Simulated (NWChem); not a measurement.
**C2F4 (SMILES FC(F)=C(F)F): PBE0/cc-pVDZ**

What is the vertical ionisation energy of C2F4 at PBE0/cc-pVDZ? 

The results are computed with NWChem 7.3.0.

### 1 The molecule

The species is C2F4 (6 atoms), meant as a singlet with charge 0. As SMILES, `FC(F)=C(F)F`. Geometry: relaxed at PBE0-D4/def2-TZVP.

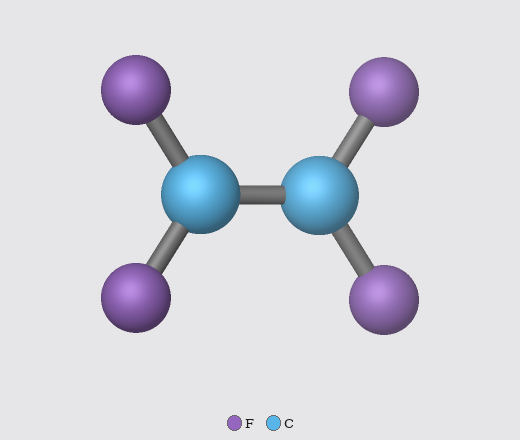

The structure, seen from a chosen angle (fluorine purple, carbon blue).

### 2 A single-point energy at PBE0/cc-pVDZ

struct.nw

```
start struct
title "C2F4"
memory stack 880 mb heap 220 mb global 1100 mb

geometry units angstrom noautosym nocenter noautoz
   F     1.169200   -1.134500   -0.708000
   C     0.202500   -0.640200    0.025700
   F    -0.337500   -1.520600    0.832300
   C    -0.188400    0.618800   -0.041100
   F     0.351500    1.499300   -0.847600
   F    -1.155200    1.113100    0.692600
end

basis spherical bse
   F library cc-pVDZ
   C library cc-pVDZ
end

dft
   xc pbe0
   grid lebedev 99 14
   convergence energy 1e-08
   maxiter 100
   mulliken
   noprint "final vectors analysis"
end

task dft energy
```

Launch:

```
$ nwchem struct.nw > struct.out
```

The log of the run:

```text
[...]
          Wavefunction type:  closed shell.
          No. of atoms     :     6
          No. of electrons :    48
[...]
          Charge           :     0
          Spin multiplicity:     1
[...]
          AO basis - number of functions:    84
[...]
              XC Information
              --------------
                         PBE0 Method XC Functional
                     Hartree-Fock (Exact) Exchange  0.250
          PerdewBurkeErnzerhof Exchange Functional  0.750
            Perdew 1991 LDA Correlation Functional  1.000 local
           PerdewBurkeErnz. Correlation Functional  1.000 non-local
[...]
 d= 0,ls=0.0,diis     1   -474.9207178062 -7.20D+02  1.91D-02  1.54D+00     1.4
[...]
 d= 0,ls=0.0,diis     8   -475.0803530258 -9.28D-11  2.23D-07  1.23D-09     9.5
         Total DFT energy =     -475.080353025782
      One electron energy =    -1146.930707553141
           Coulomb energy =      478.583073959987
    Exchange-Corr. energy =      -52.287957908571
 Nuclear repulsion energy =      245.555238475942
[...]
      Total Density - Mulliken Population Analysis
     ---------------------------------------------
    Atom       Charge   Shell Charges
 -----------   ------   -------------------------------------------------------
    1 F    9     9.12   2.01  0.90  0.98  3.33  1.90  0.01
    2 C    6     5.75   2.01  0.67  0.27  2.02  0.54  0.24
    3 F    9     9.12   2.01  0.90  0.98  3.33  1.90  0.01
    4 C    6     5.75   2.01  0.67  0.28  2.02  0.54  0.24
    5 F    9     9.12   2.01  0.90  0.98  3.33  1.90  0.01
    6 F    9     9.12   2.01  0.90  0.98  3.33  1.90  0.01
[...]
```

Run time: 10 s. Hardware: 1 thread of Intel Xeon 6975P-C (Granite Rapids), shared host; peak memory 0.11 GiB.

### 3 The doublet cation, same level

c2f4.xyz

```xyz
6
C2F4
F      1.169200    -1.134500    -0.708000
C      0.202500    -0.640200     0.025700
F     -0.337500    -1.520600     0.832300
C     -0.188400     0.618800    -0.041100
F      0.351500     1.499300    -0.847600
F     -1.155200     1.113100     0.692600
```

c2f4.nw

```
start c2f4
title "C2F4"
memory total 2200 mb
charge 1
geometry noautosym nocenter noautoz
 load format xyz c2f4.xyz
end
basis spherical bse
 * library cc-pVDZ
end
dft
 xc pbe0
 mult 2
 grid lebedev 99 14
 convergence energy 1e-08
 iterations 100
 mulliken
 noprint "final vectors analysis"
end
task dft
```

Launch:

```
$ nwchem c2f4.nw > c2f4.out
```

The log of the run:

```text
[...]
          Wavefunction type:  spin polarized.
          No. of atoms     :     6
          No. of electrons :    47
[...]
          Charge           :     1
          Spin multiplicity:     2
[...]
          AO basis - number of functions:    84
[...]
              XC Information
              --------------
                         PBE0 Method XC Functional
                     Hartree-Fock (Exact) Exchange  0.250
          PerdewBurkeErnzerhof Exchange Functional  0.750
            Perdew 1991 LDA Correlation Functional  1.000 local
           PerdewBurkeErnz. Correlation Functional  1.000 non-local
[...]
 d= 0,ls=0.0,diis     1   -474.4026275558 -7.20D+02  1.42D-02  7.97D-01     1.8
[...]
 d= 0,ls=0.0,diis    10   -474.7122261751 -2.37D-09  1.99D-07  6.08D-10    15.2
[...]
         Total DFT energy =     -474.712226175085
      One electron energy =    -1132.642629659950
           Coulomb energy =      464.172127673619
    Exchange-Corr. energy =      -51.796962664696
 Nuclear repulsion energy =      245.555238475943
[...]
      Total Density - Mulliken Population Analysis
     ---------------------------------------------
    Atom       Charge   Shell Charges
 -----------   ------   -------------------------------------------------------
    1 F    9     8.98   2.01  0.92  0.98  3.29  1.77  0.01
    2 C    6     5.54   2.01  0.72  0.26  1.94  0.36  0.26
    3 F    9     8.98   2.01  0.92  0.98  3.29  1.77  0.01
    4 C    6     5.54   2.01  0.72  0.26  1.94  0.36  0.26
    5 F    9     8.98   2.01  0.92  0.98  3.29  1.77  0.01
    6 F    9     8.98   2.01  0.92  0.98  3.29  1.77  0.01
[...]
      <S2> =      0.7515 (Exact =     0.7500)
[...]
```

It took 16 s on 1 thread of Intel Xeon 6975P-C (Granite Rapids), shared host; peak memory 0.12 GiB.

### 4 Results

At PBE0/cc-pVDZ:

```
                                          quantity          value
                        singlet C2F4: total energy  -475.08035 Eh
                       singlet C2F4: dipole moment         0.00 D
                      doublet cation: total energy  -474.71223 Eh
                              doublet cation: ⟨S²⟩          0.751
vertical ionisation energy (to the doublet cation)      10.017 eV
```

**Reading.** The vertical ionisation energy comes to 10.02 eV (231 kcal/mol). Mulliken charges (doublet cation) run from +0.02 on F1 to +0.46 on C2; they depend strongly on the basis.
